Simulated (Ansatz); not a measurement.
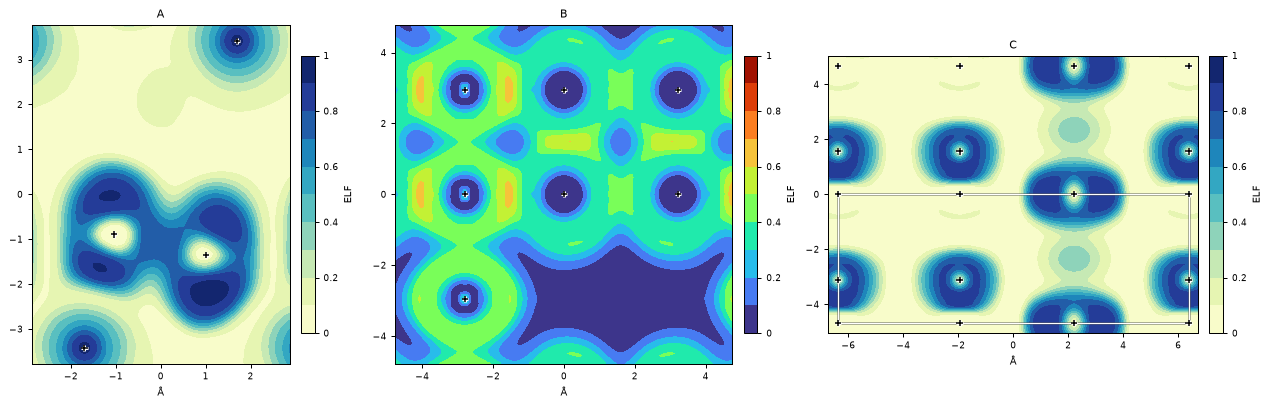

The electron localisation function of 3 systems, each on a plane through atoms (crosses mark nuclei in the plane).

Theory: DFT PBE, scalar-relativistic, plane waves, PAW (Ansatz 0.2.0).

System 1: Cd3S5, the (010) plane of the conventional cell. Space group P1; a generated structure, not necessarily the stable one; changed on purpose from its base cell (the structure that the rattled cell fell into).

```cif
data_structure
_symmetry_space_group_name_H-M 'P 1'
_symmetry_Int_Tables_number 1
_cell_length_a 5.0388
_cell_length_b 6.9702
_cell_length_c 7.0304
_cell_angle_alpha 119.279
_cell_angle_beta 103.485
_cell_angle_gamma 91.319
_cell_volume 206.68
loop_
_atom_site_label
_atom_site_type_symbol
_atom_site_fract_x
_atom_site_fract_y
_atom_site_fract_z
_atom_site_occupancy
Cd1 Cd 0.51741 0.66269 0.00184 1
Cd2 Cd 0.55701 0.34804 0.34411 1
Cd3 Cd 0.48498 0.01020 0.66605 1
S1 S 0.84444 0.68801 0.36590 1
S2 S 0.22937 0.63760 0.29733 1
S3 S 0.18654 0.31642 0.62892 1
S4 S 0.80735 0.34550 0.71213 1
S5 S 0.37289 0.99153 0.98373 1
```

System 2: Sn4Ge3, the (110) plane of the conventional cell. Space group P6/mmm; a generated structure, not necessarily the stable one.

```
Sn Ge
1.0
     5.11106    0.00000    0.00000
    -2.55553    4.42631    0.00000
     0.00000    0.00000    8.81303
Sn Ge
4 3
Cartesian
  0.0000 2.9509 7.2086
  0.0000 2.9509 1.6044
  2.5556 1.4754 1.6044
  2.5556 1.4754 7.2086
  0.0000 2.9509 4.4065
  2.5556 1.4754 4.4065
  0.0000 0.0000 4.4065
```

System 3: Be2SeO2, the (110) plane of the conventional cell. Space group P-6m2; a generated structure, not necessarily the stable one.

```
Be Se O
1.0
     2.70123    0.00000    0.00000
    -1.35061    2.33933    0.00000
     0.00000    0.00000   12.75209
Be Se O
2 1 2
Direct
  0.00000 0.00000 0.32648
  0.00000 0.00000 0.67352
  0.00000 0.00000 0.00000
  0.33333 0.66667 0.67344
  0.33333 0.66667 0.32656
```

Match each panel to its system.

Answer. Panel A is system 1, Cd3S5: the plane holds Cd and S. S–S (2.11 Å): the ELF peaks at about 0.80 between the atoms: a shared electron pair. Panel B is system 2, Sn4Ge3: the plane holds Sn and Ge. Sn–Ge (2.80 Å): the ELF peaks at about 0.65 between the atoms. Panel C is system 3, Be2SeO2: the plane holds Be, Se and O. Be–O (1.56 Å): the ELF peaks at about 0.85 in the valence shell of O, 0.6 Å from its nucleus, and is about 0.85 at the midpoint.
